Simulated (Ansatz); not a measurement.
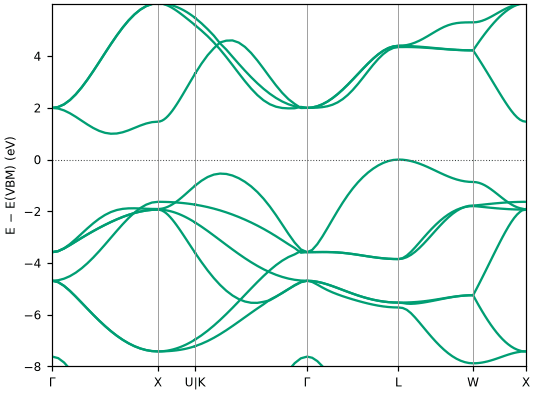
Figure. Band structure from DFT-r²SCAN+D4 in the program Ansatz with PAW potentials

Problem. Read off the gap and where the band edges lie.

Solution. About 1.0 eV (1.00 eV by a search for the band edges); maximum at L, minimum on the Γ–X line, 57 % of the way from Γ.

The material is TeO₂ (fluorite, Fm-3m).

A made-up cell: these elements were put on the sites of a structure type; neither database checked (COD, Materials Project) lists it. COD files the formula under space group No. 19, 61, 92, 136, so this cell is another polymorph or a model. Its standing as an ambient phase is unchecked. Symmetry was held in the r²SCAN+D4 relaxation; its stability against distortions is not shown here. Scalar-relativistic: spin–orbit coupling is off unless named, which matters more the heavier the elements.

Potentials: the later of the program's two PAW sets.
